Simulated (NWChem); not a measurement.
## Run report: C$_{2}$H$_{3}$NO, energy and gradient calculation (part 1 of 2)

- system: C$_{2}$H$_{3}$NO (Nitrosoethylene), SMILES C=CN=O
- method: HF/def2-SVPD, RHF (NWChem 7.3.0)

The geometry comes from this level: PBE0-D4/def2-TZVP.

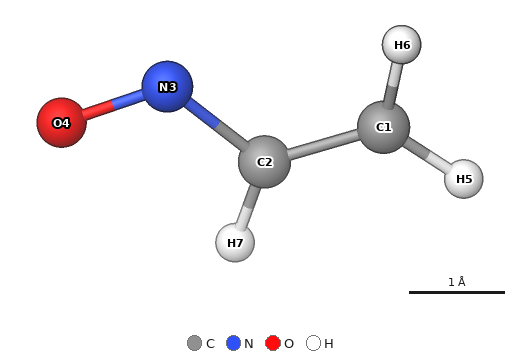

**Figure 1.** The structure as given in the input (ball-and-stick view, seen at an oblique angle; atoms are numbered from 1 in the order of the input). Bond lengths as drawn: C–C 1.33 Å, C–H 1.08 to 1.09 Å, C–N 1.42 Å and N–O 1.20 Å.

The input
```
start struct
title "Nitrosoethylene"
memory 2200 mb

geometry units angstroms noautosym nocenter noautoz
  C        0.081850       0.997050      -0.386810
  C       -0.095350      -0.104120       0.334780
  N        0.136670      -1.344100      -0.316900
  O       -0.039770      -2.304690       0.387270
  H       -0.071800       1.985550       0.026660
  H        0.389990       0.909370      -1.422820
  H       -0.401600      -0.139060       1.377820
end

basis spherical bse
  * library def2-SVPD
end

scf
  thresh 1e-08
  maxiter 80
end

task scf gradient
```

Launch command:
```bash
nwchem struct.nw > struct.out
```

What the program printed
```
Northwest Computational Chemistry Package (NWChem) 7.3.0
             --------------------------------------------------------

           Job information
           ---------------

    nwchem branch   = 7.3.0
    use scalapack   = T
    input           = struct.nw
    prefix          = struct.
    data base       = ./struct.db
    status          = startup
    nproc           =        1

           Memory information
           ------------------

    heap     =     72089598 doubles =      550.0 Mbytes
    stack    =     72089595 doubles =      550.0 Mbytes
    global   =    144179200 doubles =     1100.0 Mbytes (distinct from heap & stack)
    total    =    288358393 doubles =     2200.0 Mbytes
    verify   = yes
    hardfail = no

           Directory information
           ---------------------

  0 permanent = .
  0 scratch   = .

                                NWChem Input Module
                                -------------------

                                  Nitrosoethylene
                                  ---------------

 Scaling coordinates for geometry "geometry" by  1.889725989
 (inverse scale =  0.529177249)

                             Geometry "geometry" -> ""
                             -------------------------

 Output coordinates in angstroms (scale by  1.889725989 to convert to a.u.)

  No.       Tag          Charge          X              Y              Z
 ---- ---------------- ---------- -------------- -------------- --------------
    1 C                    6.0000     0.08185000     0.99705000    -0.38681000
    2 C                    6.0000    -0.09535000    -0.10412000     0.33478000
    3 N                    7.0000     0.13667000    -1.34410000    -0.31690000
    4 O                    8.0000    -0.03977000    -2.30469000     0.38727000
    5 H                    1.0000    -0.07180000     1.98555000     0.02666000
    6 H                    1.0000     0.38999000     0.90937000    -1.42282000
    7 H                    1.0000    -0.40160000    -0.13906000     1.37782000

      Atomic Mass
      -----------

      C                 12.000000
      N                 14.003070
      O                 15.994910
      H                  1.007825

 Effective nuclear repulsion energy (a.u.)     105.2342805413

            Nuclear Dipole moment (a.u.)
            ----------------------------
        X                 Y               Z
 ---------------- ---------------- ----------------
     0.8959568857   -37.2895471929     1.0381020746

            XYZ format geometry
            -------------------
     7
 geometry
 C                     0.08185000     0.99705000    -0.38681000
 C                    -0.09535000    -0.10412000     0.33478000
 N                     0.13667000    -1.34410000    -0.31690000
 O                    -0.03977000    -2.30469000     0.38727000
 H                    -0.07180000     1.98555000     0.02666000
 H                     0.38999000     0.90937000    -1.42282000
 H                    -0.40160000    -0.13906000     1.37782000

 ==============================================================================
                                internuclear distances
 ------------------------------------------------------------------------------
       center one      |      center two      | atomic units |  angstroms
 ------------------------------------------------------------------------------
    2 C                |   1 C                |     2.51033  |     1.32841
    3 N                |   2 C                |     2.68319  |     1.41988
    4 O                |   3 N                |     2.27531  |     1.20404
    5 H                |   1 C                |     2.04553  |     1.08245
    6 H                |   1 C                |     2.04925  |     1.08441
    7 H                |   2 C                |     2.05533  |     1.08763
 ------------------------------------------------------------------------------
                         number of included internuclear distances:          6
 ==============================================================================

 ==============================================================================
                                 internuclear angles
 ------------------------------------------------------------------------------
        center 1       |       center 2       |       center 3       |  degrees
 ------------------------------------------------------------------------------
    2 C                |   1 C                |   5 H                |   122.04
    2 C                |   1 C                |   6 H                |   119.33
    5 H                |   1 C                |   6 H                |   118.63
    1 C                |   2 C                |   3 N                |   116.92
    1 C                |   2 C                |   7 H                |   125.81
    3 N                |   2 C                |   7 H                |   117.27
    2 C                |   3 N                |   4 O                |   113.85
 ------------------------------------------------------------------------------
                            number of included internuclear angles:          7
 ==============================================================================

 Summary of "ao basis" -> "" (spherical)
 ------------------------------------------------------------------------------
       Tag                 Description            Shells   Functions and Types
 ---------------- ------------------------------  ------  ---------------------
 *                         def2-SVPD                  on all atoms

                      Basis "ao basis" -> "ao basis" (spherical)
                      -----
  [basis functions not shown]

 Summary of "ao basis" -> "ao basis" (spherical)
 ------------------------------------------------------------------------------
       Tag                 Description            Shells   Functions and Types
 ---------------- ------------------------------  ------  ---------------------
 C                         def2-SVPD                 8       20   4s2p2d
 N                         def2-SVPD                 8       20   4s2p2d
 O                         def2-SVPD                 9       23   4s3p2d
 H                         def2-SVPD                 4        8   2s2p

                                 NWChem SCF Module
                                 -----------------

                                  Nitrosoethylene

  ao basis        = "ao basis"
  functions       =   107
  atoms           =     7
  closed shells   =    15
  open shells     =     0
  charge          =   0.00
  wavefunction    = RHF
  input vectors   = atomic
  output vectors  = ./struct.movecs
  use symmetry    = F
  symmetry adapt  = F

 Summary of "ao basis" -> "ao basis" (spherical)
 ------------------------------------------------------------------------------
       Tag                 Description            Shells   Functions and Types
 ---------------- ------------------------------  ------  ---------------------
 C                         def2-SVPD                 8       20   4s2p2d
 N                         def2-SVPD                 8       20   4s2p2d
 O                         def2-SVPD                 9       23   4s3p2d
 H                         def2-SVPD                 4        8   2s2p

 Forming initial guess at       0.0s

      Superposition of Atomic Density Guess
      -------------------------------------

 Sum of atomic energies:        -205.68676040

      Non-variational initial energy
      ------------------------------

 Total energy =    -207.556106
 1-e energy   =    -487.420877
 2-e energy   =     174.630490
 HOMO         =      -0.233916
 LUMO         =      -0.125227

 Starting SCF solution at       0.3s

 ----------------------------------------------
         Quadratically convergent ROHF

 Convergence threshold     :          1.000E-08
 Maximum no. of iterations :           80
 Final Fock-matrix accuracy:          1.000E-10
 ----------------------------------------------

              iter       energy          gnorm     gmax       time
             ----- ------------------- --------- --------- --------
                 1     -206.4437427648  1.08D+00  2.51D-01      1.4
                 2     -206.5099174474  4.28D-01  9.89D-02      3.6
                 3     -206.5265077171  4.08D-02  1.01D-02      6.7
                 4     -206.5268262495  1.23D-03  2.68D-04     11.8
                 5     -206.5268264979  1.14D-06  2.37D-07     20.2
                 6     -206.5268264979  3.13D-10  7.59D-11     31.5

       Final RHF  results
       ------------------

         Total SCF energy =   -206.526826497875
      One-electron energy =   -488.885722267982
      Two-electron energy =    177.124615228843
 Nuclear repulsion energy =    105.234280541264

        Time for solution =     31.2s

             Final eigenvalues
             -----------------

              1
    1  -20.6277
    2  -15.7038
    3  -11.2874
    4  -11.2843
    5   -1.5096
    6   -1.1220
    7   -0.9489
    8   -0.8011
    9   -0.7171
   10   -0.6921
   11   -0.6101
   12   -0.6087
   13   -0.5804
   14   -0.4127
   15   -0.4124
   16    0.0528
   17    0.0975
   18    0.1267
   19    0.1598
   20    0.1761
   21    0.1842
   22    0.1961
   23    0.1989
   24    0.2122
   25    0.2500

                       ROHF Final Molecular Orbital Analysis
                       -------------------------------------

 Vector    6  Occ=2.000000D+00  E=-1.121987D+00
              MO Center=  1.7D-02, -2.6D-01, -2.7D-02, r^2= 1.6D+00
   Bfn.  Coefficient  Atom+Function         Bfn.  Coefficient  Atom+Function
  ----- ------------  ---------------      ----- ------------  ---------------
    22      0.389757  2 C  s                  2      0.281979  1 C  s
    62     -0.214745  4 O  s                 21     -0.198440  2 C  s
    42      0.196386  3 N  s                 46     -0.191100  3 N  py
    63     -0.172014  4 O  s                 43      0.152302  3 N  s

 Vector    7  Occ=2.000000D+00  E=-9.488980D-01
              MO Center=  3.2D-02, -2.5D-01, -8.1D-02, r^2= 2.8D+00
   Bfn.  Coefficient  Atom+Function         Bfn.  Coefficient  Atom+Function
  ----- ------------  ---------------      ----- ------------  ---------------
     2      0.364720  1 C  s                 42     -0.313826  3 N  s
    43     -0.277059  3 N  s                 62      0.262285  4 O  s
    26      0.244158  2 C  py                63      0.231278  4 O  s
     1     -0.183478  1 C  s                 84      0.154545  5 H  s

 Vector    8  Occ=2.000000D+00  E=-8.010744D-01
              MO Center= -3.4D-02, -6.1D-01,  1.8D-01, r^2= 2.9D+00
   Bfn.  Coefficient  Atom+Function         Bfn.  Coefficient  Atom+Function
  ----- ------------  ---------------      ----- ------------  ---------------
    22      0.271023  2 C  s                 42     -0.249916  3 N  s
    67      0.230457  4 O  pz               100      0.225963  7 H  s
     2     -0.177968  1 C  s                 63      0.164566  4 O  s
    62      0.162271  4 O  s                 92     -0.161026  6 H  s

 Vector    9  Occ=2.000000D+00  E=-7.170910D-01
              MO Center= -4.9D-02, -8.9D-01,  2.6D-01, r^2= 3.0D+00
   Bfn.  Coefficient  Atom+Function         Bfn.  Coefficient  Atom+Function
  ----- ------------  ---------------      ----- ------------  ---------------
    46      0.275879  3 N  py                66      0.256768  4 O  py
    27      0.228246  2 C  pz                63     -0.228951  4 O  s
    67     -0.226941  4 O  pz               100      0.194734  7 H  s
    62     -0.177418  4 O  s                 23      0.164493  2 C  s
     7      0.150536  1 C  pz

 Vector   10  Occ=2.000000D+00  E=-6.920891D-01
              MO Center=  6.7D-02, -3.9D-01, -1.8D-01, r^2= 3.2D+00
   Bfn.  Coefficient  Atom+Function         Bfn.  Coefficient  Atom+Function
  ----- ------------  ---------------      ----- ------------  ---------------
     6      0.256270  1 C  py                47     -0.243959  3 N  pz
    23     -0.239505  2 C  s                 67      0.233816  4 O  pz
    26     -0.228435  2 C  py                 3      0.220023  1 C  s
    66      0.218680  4 O  py                 7     -0.178251  1 C  pz
    84      0.168941  5 H  s                 92      0.166069  6 H  s

 Vector   11  Occ=2.000000D+00  E=-6.101294D-01
              MO Center=  2.6D-02, -1.7D+00,  9.2D-02, r^2= 1.3D+00
   Bfn.  Coefficient  Atom+Function         Bfn.  Coefficient  Atom+Function
  ----- ------------  ---------------      ----- ------------  ---------------
    65      0.400667  4 O  px                45     -0.349038  3 N  px
    68      0.285663  4 O  px                48      0.219178  3 N  px

 Vector   12  Occ=2.000000D+00  E=-6.086929D-01
              MO Center=  4.6D-02, -1.8D-01, -1.3D-01, r^2= 3.5D+00
   Bfn.  Coefficient  Atom+Function         Bfn.  Coefficient  Atom+Function
  ----- ------------  ---------------      ----- ------------  ---------------
     6      0.329350  1 C  py                66     -0.316719  4 O  py
    84      0.277763  5 H  s                 47      0.237559  3 N  pz
    69     -0.192810  4 O  py                43      0.179204  3 N  s
    46     -0.165324  3 N  py                26     -0.159476  2 C  py

 Vector   13  Occ=2.000000D+00  E=-5.804460D-01
              MO Center= -2.5D-03,  2.3D-01, -1.7D-02, r^2= 2.8D+00
   Bfn.  Coefficient  Atom+Function         Bfn.  Coefficient  Atom+Function
  ----- ------------  ---------------      ----- ------------  ---------------
     7      0.327707  1 C  pz                23     -0.325247  2 C  s
    92     -0.295574  6 H  s                100     -0.282338  7 H  s
    27     -0.260513  2 C  pz                84      0.165488  5 H  s
    67      0.156532  4 O  pz                10      0.151687  1 C  pz

 Vector   14  Occ=2.000000D+00  E=-4.126778D-01
              MO Center=  5.8D-02, -1.7D+00, -1.5D-02, r^2= 1.5D+00
   Bfn.  Coefficient  Atom+Function         Bfn.  Coefficient  Atom+Function
  ----- ------------  ---------------      ----- ------------  ---------------
    67      0.400524  4 O  pz                47      0.377208  3 N  pz
    70      0.306673  4 O  pz                44      0.298808  3 N  s
    50     -0.279375  3 N  pz                66      0.244711  4 O  py
    69      0.220091  4 O  py                26      0.197425  2 C  py
    93     -0.193687  6 H  s                 43      0.186308  3 N  s

 Vector   15  Occ=2.000000D+00  E=-4.123819D-01
              MO Center= -1.1D-02,  6.5D-02,  2.9D-02, r^2= 2.3D+00
   Bfn.  Coefficient  Atom+Function         Bfn.  Coefficient  Atom+Function
  ----- ------------  ---------------      ----- ------------  ---------------
    25      0.364233  2 C  px                 5      0.343803  1 C  px
    28      0.263119  2 C  px                65     -0.226043  4 O  px
     8      0.202795  1 C  px                68     -0.176479  4 O  px
```
